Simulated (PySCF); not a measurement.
## Energy and gradient calculation of SiNH2Cl2O (part 2 of 2)

Continued. System: SiNH2Cl2O, multiplicity 2. Method: B3LYP/6-31G*, UKS (PySCF 2.14.0). The geometry comes from this level: PBE0-D4/def2-TZVP.

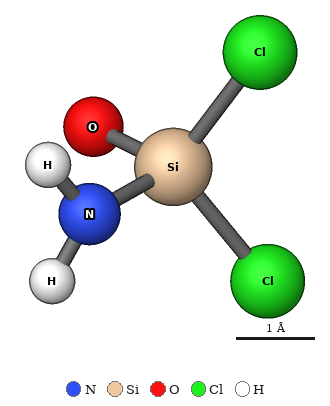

*The input geometry (ball-and-stick view, seen at a tilt).*

**Output, continued**
```
MO #62  energy= 0.860548338736907  | 0.863463989240783  occ= 0 | 0
MO #63  energy= 0.873932468973273  | 0.876381460924681  occ= 0 | 0
MO #64  energy= 0.874528064894472  | 0.881503531863351  occ= 0 | 0
MO #65  energy= 0.895726292836765  | 0.899253302902947  occ= 0 | 0
MO #66  energy= 0.904727249704568  | 0.907686097911442  occ= 0 | 0
MO #67  energy= 0.962398121389864  | 0.970344731598979  occ= 0 | 0
MO #68  energy= 0.997052162633662  | 0.999117733200412  occ= 0 | 0
MO #69  energy= 1.01818010348165   | 1.02025752174827   occ= 0 | 0
MO #70  energy= 1.05417132872969   | 1.06443658347822   occ= 0 | 0
MO #71  energy= 1.06595307357136   | 1.11854597296063   occ= 0 | 0
MO #72  energy= 1.12226614709676   | 1.13069517277768   occ= 0 | 0
MO #73  energy= 1.2120894693927    | 1.2175853685678    occ= 0 | 0
MO #74  energy= 1.26703226498868   | 1.2721800744306    occ= 0 | 0
MO #75  energy= 1.31566409504166   | 1.31597082840655   occ= 0 | 0
MO #76  energy= 1.52551076916214   | 1.55169035248042   occ= 0 | 0
MO #77  energy= 1.64651044074522   | 1.66587699282329   occ= 0 | 0
MO #78  energy= 1.71049174168901   | 1.73252723918158   occ= 0 | 0
MO #79  energy= 1.77000275486319   | 1.81405901436878   occ= 0 | 0
MO #80  energy= 1.78571761998007   | 1.83335498113962   occ= 0 | 0
MO #81  energy= 1.98065954860975   | 1.99018530451468   occ= 0 | 0
MO #82  energy= 1.99265332382603   | 2.02416606047006   occ= 0 | 0
MO #83  energy= 2.0938317000826    | 2.11564006487601   occ= 0 | 0
MO #84  energy= 2.31133419616585   | 2.32179711686262   occ= 0 | 0
MO #85  energy= 2.35229870574915   | 2.35567400313326   occ= 0 | 0
MO #86  energy= 2.64901472984636   | 2.67008575362175   occ= 0 | 0

To work with the spin densities directly, `use mulliken_meta_spin()` only printing them here.

 ** Mulliken spin pop alpha/beta on meta-lowdin orthogonal AOs **
 ** Mulliken Spin Density (per AO)  **
spin_pop of  0 N 1s       -0.00000
spin_pop of  0 N 2s        0.00760
spin_pop of  0 N 3s       -0.00013
spin_pop of  0 N 2px       0.06370
spin_pop of  0 N 2py       0.05883
spin_pop of  0 N 2pz       0.15242
spin_pop of  0 N 3px      -0.00137
spin_pop of  0 N 3py      -0.00068
spin_pop of  0 N 3pz       0.00026
spin_pop of  0 N 3dxy     -0.00008
spin_pop of  0 N 3dyz     -0.00017
spin_pop of  0 N 3dz^2     0.00002
spin_pop of  0 N 3dxz     -0.00024
spin_pop of  0 N 3dx2-y2    0.00003
spin_pop of  1 Si 1s        0.00000
spin_pop of  1 Si 2s       -0.00000
spin_pop of  1 Si 3s       -0.00800
spin_pop of  1 Si 4s       -0.00036
spin_pop of  1 Si 2px      -0.00000
spin_pop of  1 Si 2py       0.00000
spin_pop of  1 Si 2pz      -0.00000
spin_pop of  1 Si 3px      -0.01974
spin_pop of  1 Si 3py      -0.01144
spin_pop of  1 Si 3pz      -0.00478
spin_pop of  1 Si 4px      -0.00090
spin_pop of  1 Si 4py      -0.00064
spin_pop of  1 Si 4pz       0.00055
spin_pop of  1 Si 3dxy     -0.00012
spin_pop of  1 Si 3dyz     -0.00080
spin_pop of  1 Si 3dz^2    -0.00041
spin_pop of  1 Si 3dxz     -0.00056
spin_pop of  1 Si 3dx2-y2   -0.00078
spin_pop of  2 O 1s       -0.00000
spin_pop of  2 O 2s        0.00728
spin_pop of  2 O 3s       -0.00048
spin_pop of  2 O 2px       0.12387
spin_pop of  2 O 2py       0.01472
spin_pop of  2 O 2pz       0.62657
spin_pop of  2 O 3px      -0.00042
spin_pop of  2 O 3py      -0.00031
spin_pop of  2 O 3pz      -0.00035
spin_pop of  2 O 3dxy      0.00002
spin_pop of  2 O 3dyz      0.00025
spin_pop of  2 O 3dz^2     0.00031
spin_pop of  2 O 3dxz      0.00021
spin_pop of  2 O 3dx2-y2    0.00005
spin_pop of  3 Cl 1s       -0.00000
spin_pop of  3 Cl 2s       -0.00000
spin_pop of  3 Cl 3s       -0.00057
spin_pop of  3 Cl 4s       -0.00016
spin_pop of  3 Cl 2px      -0.00000
spin_pop of  3 Cl 2py      -0.00000
spin_pop of  3 Cl 2pz       0.00000
spin_pop of  3 Cl 3px      -0.00087
spin_pop of  3 Cl 3py      -0.00093
spin_pop of  3 Cl 3pz       0.00885
spin_pop of  3 Cl 4px      -0.00000
spin_pop of  3 Cl 4py      -0.00014
spin_pop of  3 Cl 4pz      -0.00009
spin_pop of  3 Cl 3dxy     -0.00002
spin_pop of  3 Cl 3dyz     -0.00000
spin_pop of  3 Cl 3dz^2    -0.00001
spin_pop of  3 Cl 3dxz     -0.00002
spin_pop of  3 Cl 3dx2-y2    0.00000
spin_pop of  4 Cl 1s       -0.00000
spin_pop of  4 Cl 2s       -0.00000
spin_pop of  4 Cl 3s       -0.00057
spin_pop of  4 Cl 4s       -0.00016
spin_pop of  4 Cl 2px      -0.00000
spin_pop of  4 Cl 2py       0.00000
spin_pop of  4 Cl 2pz       0.00000
spin_pop of  4 Cl 3px      -0.00094
spin_pop of  4 Cl 3py       0.00098
spin_pop of  4 Cl 3pz       0.00694
spin_pop of  4 Cl 4px      -0.00016
spin_pop of  4 Cl 4py      -0.00001
spin_pop of  4 Cl 4pz      -0.00006
spin_pop of  4 Cl 3dxy     -0.00001
spin_pop of  4 Cl 3dyz     -0.00002
spin_pop of  4 Cl 3dz^2    -0.00001
spin_pop of  4 Cl 3dxz     -0.00000
spin_pop of  4 Cl 3dx2-y2   -0.00001
spin_pop of  5 H 1s       -0.00793
spin_pop of  5 H 2s       -0.00002
spin_pop of  6 H 1s       -0.00793
spin_pop of  6 H 2s       -0.00002
 ** Mulliken Spin Density (per atom)  **
spin density of  0 N =      0.28018
spin density of  1 Si =     -0.04798
spin density of  2 O =      0.77171
spin density of  3 Cl =      0.00603
spin density of  4 Cl =      0.00596
spin density of  5 H =     -0.00795
spin density of  6 H =     -0.00795
 ** Mulliken pop alpha/beta on meta-lowdin orthogonal AOs **
 ** Mulliken pop       alpha | beta **
pop of  0 N 1s        0.99996 | 0.99996
pop of  0 N 2s        0.67202 | 0.66443
pop of  0 N 3s        0.00109 | 0.00122
pop of  0 N 2px       0.76005 | 0.69635
pop of  0 N 2py       0.70910 | 0.65027
pop of  0 N 2pz       0.78517 | 0.63275
pop of  0 N 3px       0.00337 | 0.00474
pop of  0 N 3py       0.00246 | 0.00314
pop of  0 N 3pz       0.00288 | 0.00262
pop of  0 N 3dxy      0.00068 | 0.00076
pop of  0 N 3dyz      0.00055 | 0.00072
pop of  0 N 3dz^2     0.00090 | 0.00088
pop of  0 N 3dxz      0.00062 | 0.00087
pop of  0 N 3dx2-y2    0.00085 | 0.00082
pop of  1 Si 1s        1.00000 | 1.00000
pop of  1 Si 2s        0.99992 | 0.99992
pop of  1 Si 3s        0.41391 | 0.42190
pop of  1 Si 4s        0.00858 | 0.00894
pop of  1 Si 2px       0.99994 | 0.99994
pop of  1 Si 2py       0.99994 | 0.99994
pop of  1 Si 2pz       0.99995 | 0.99995
pop of  1 Si 3px       0.30126 | 0.32100
pop of  1 Si 3py       0.30282 | 0.31426
pop of  1 Si 3pz       0.29133 | 0.29611
pop of  1 Si 4px       0.01231 | 0.01322
pop of  1 Si 4py       0.01253 | 0.01316
pop of  1 Si 4pz       0.00838 | 0.00783
pop of  1 Si 3dxy      0.00840 | 0.00853
pop of  1 Si 3dyz      0.00647 | 0.00727
pop of  1 Si 3dz^2     0.01014 | 0.01055
pop of  1 Si 3dxz      0.00790 | 0.00846
pop of  1 Si 3dx2-y2    0.01217 | 0.01295
pop of  2 O 1s        0.99998 | 0.99998
pop of  2 O 2s        0.90734 | 0.90006
pop of  2 O 3s        0.00168 | 0.00216
pop of  2 O 2px       0.89102 | 0.76716
pop of  2 O 2py       0.90450 | 0.88978
pop of  2 O 2pz       0.94018 | 0.31361
pop of  2 O 3px       0.00062 | 0.00104
pop of  2 O 3py       0.00077 | 0.00108
pop of  2 O 3pz       0.00062 | 0.00097
pop of  2 O 3dxy      0.00191 | 0.00189
pop of  2 O 3dyz      0.00137 | 0.00111
pop of  2 O 3dz^2     0.00097 | 0.00067
pop of  2 O 3dxz      0.00193 | 0.00171
pop of  2 O 3dx2-y2    0.00113 | 0.00107
pop of  3 Cl 1s        1.00000 | 1.00000
pop of  3 Cl 2s        0.99992 | 0.99992
pop of  3 Cl 3s        0.92752 | 0.92809
pop of  3 Cl 4s        0.00187 | 0.00203
pop of  3 Cl 2px       0.99996 | 0.99996
pop of  3 Cl 2py       0.99997 | 0.99997
pop of  3 Cl 2pz       0.99998 | 0.99998
pop of  3 Cl 3px       0.80470 | 0.80557
pop of  3 Cl 3py       0.93128 | 0.93221
pop of  3 Cl 3pz       0.95986 | 0.95102
pop of  3 Cl 4px       0.00215 | 0.00215
pop of  3 Cl 4py       0.00097 | 0.00111
pop of  3 Cl 4pz       0.00064 | 0.00072
pop of  3 Cl 3dxy      0.00227 | 0.00228
pop of  3 Cl 3dyz      0.00016 | 0.00017
pop of  3 Cl 3dz^2     0.00111 | 0.00111
pop of  3 Cl 3dxz      0.00080 | 0.00082
pop of  3 Cl 3dx2-y2    0.00206 | 0.00206
pop of  4 Cl 1s        1.00000 | 1.00000
pop of  4 Cl 2s        0.99992 | 0.99992
pop of  4 Cl 3s        0.92752 | 0.92808
pop of  4 Cl 4s        0.00187 | 0.00203
pop of  4 Cl 2px       0.99998 | 0.99998
pop of  4 Cl 2py       0.99996 | 0.99996
pop of  4 Cl 2pz       0.99997 | 0.99997
pop of  4 Cl 3px       0.96182 | 0.96277
pop of  4 Cl 3py       0.78662 | 0.78563
pop of  4 Cl 3pz       0.94744 | 0.94051
pop of  4 Cl 4px       0.00070 | 0.00086
pop of  4 Cl 4py       0.00233 | 0.00234
pop of  4 Cl 4pz       0.00073 | 0.00079
pop of  4 Cl 3dxy      0.00093 | 0.00094
pop of  4 Cl 3dyz      0.00159 | 0.00161
pop of  4 Cl 3dz^2     0.00089 | 0.00090
pop of  4 Cl 3dxz      0.00010 | 0.00010
pop of  4 Cl 3dx2-y2    0.00288 | 0.00289
pop of  5 H 1s        0.36317 | 0.37111
pop of  5 H 2s        0.00676 | 0.00678
pop of  6 H 1s        0.36318 | 0.37111
pop of  6 H 2s        0.00676 | 0.00678
In total            33.00000 | 32.00000
 ** Mulliken atomic charges   ( Nelec_alpha | Nelec_beta ) **
charge of  0N =     -0.59925  (     3.93972      3.65953 )
charge of  1Si =      1.16014  (     6.39594      6.44392 )
charge of  2O =     -0.53631  (     4.65401      3.88230 )
charge of  3Cl =     -0.26441  (     8.63522      8.62919 )
charge of  4Cl =     -0.26453  (     8.63524      8.62928 )
charge of  5H =      0.25218  (     0.36993      0.37788 )
charge of  6H =      0.25217  (     0.36994      0.37789 )
Dipole moment(X, Y, Z, Debye):  1.16969, -0.12868,  3.10757
```

The run was set up as follows.

**Input (input.py)**
```python
# N[Si]([O])(Cl)Cl
import pyscf.grad
from pyscf import gto, dft

mol = gto.M(
    atom='''
N      0.812582    -0.157225     1.845507
Si    -0.513250     0.106203    -1.081868
O      1.479845    -1.496096    -2.750874
Cl    -4.038912    -1.396130    -1.063349
Cl    -0.726600     3.796838    -2.092305
H      2.389181     0.829212     2.267293
H      0.713183    -1.811491     2.789047
''',
    verbose=4,
    spin=1,
    basis='6-31g*',
    max_memory=1860,
    unit='bohr',
)

myscf = dft.UKS(mol, xc='b3lyp')
myscf.grids.level = 5
myscf.conv_tol = 1e-10
myscf.kernel()
if not myscf.converged:
    myscf = myscf.newton().run(myscf.mo_coeff, myscf.mo_occ)

energy = myscf.e_tot
print('E = %.10f Eh' % energy)
grad = myscf.Gradients().kernel()
myscf.analyze()
```

Launched with:
```bash
OMP_NUM_THREADS=1 python input.py
```

**Key numbers**

- outcome: converged
- total energy: −1341.148236 hartree
- basis functions: 86
- largest force: 0.547 eV/Å
- ⟨S²⟩: 0.757
- dipole moment: 3.32 D
- hardware: 1 thread of Intel Xeon (Sapphire Rapids), 16 GiB of memory available, shared host
- wall time: 47 s
- peak memory: 0.86 GiB

Further notes kept with the run: logged alpha LUMO and gap are faulty.
